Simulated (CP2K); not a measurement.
Consider carbon tetrafluoride at its PBE geometry (Å).

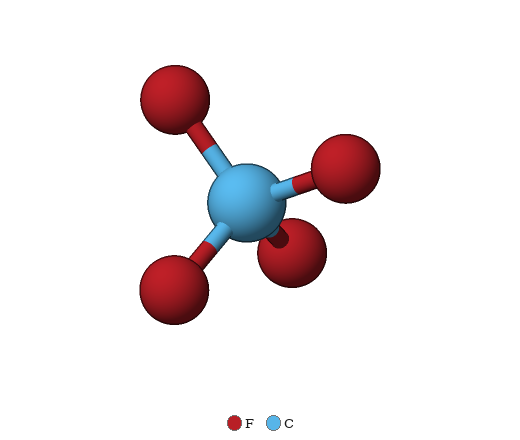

The molecule (fluorine red, carbon blue).

```xyz
5

F    -0.0678   -1.0316   -0.8645
C     0.0003    0.0004    0.0005
F    -0.0641    1.1708   -0.6645
F    -1.0384   -0.0704    0.8573
F     1.1700   -0.0692    0.6713
```

Method: CP2K XAS_TDP, all-electron GAPW, PBEh(45%), aug-cc-pVTZ, TDA, no relativity.

Where do the F K-edge lines lie, and how strong are they?

Leading lines: F1 684.52 eV. The leading line of an atom is its first one with 35 % of the strongest within 2.5 eV of its lowest line over the strength cut. 

The first six lines of each atom with a strength over 0.0015:

```csv
atom,energy (eV),states,"strength, one atom"
"F1 (bonded to C), 4 alike",684.52,1,0.0364
,685.97,1,0.0148
,686.71,1,0.0070
,686.73,1,0.0066
,688.20,1,0.0046
,688.31,1,0.0046
```

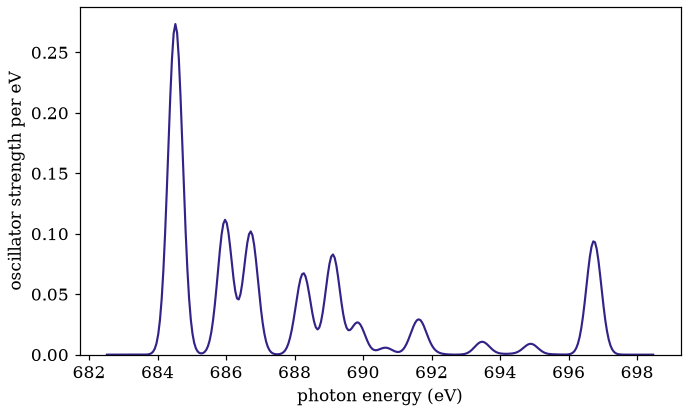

All atoms added, broadened by 0.5 eV.

Lines are vertical, at one geometry, with no vibrational structure. Without a correction of the core level, line positions, and the gaps between valence and Rydberg lines, follow the share of exact exchange. These values hold no scalar relativity, about 0.7 eV for F 1s. Rydberg lines, and the discretised continuum above threshold, depend on the basis and the box.

[Banner, clock and machine lines of the logs are left out without a mark of their own.]

[Logs are printed without paths, hosts, clocks, repeated set-up lines and the standing remarks that a program may print on its own settings, such as how far it seeks lower states.]

[Hosts, paths, dates, database ids (printed as entryN), source tags and the programs' standing remarks are cut or masked in the printed files.]
